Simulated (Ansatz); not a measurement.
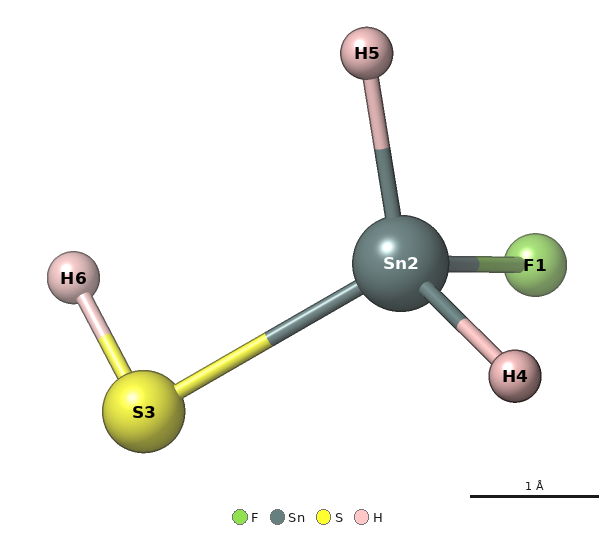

Orthographic view. Atoms fade into the background with distance from the viewer. The computed structure is the end point of a PBE0-D4/def2-TZVP optimisation.

Give the geometry as a Z-matrix, atoms in numerical order, with these reference atoms: 2 to 1; 3 to 2, 1; 4 to 2, 1, 3; 5 to 2, 4, 1; 6 to 3, 2, 4.

```
F  
Sn   1   1.924
S    2   2.380   1   107.4
H    2   1.696   1   105.3   3   116.1
H    2   1.699   4   118.4   1  -115.4
H    3   1.344   2    93.3   4   167.0
```
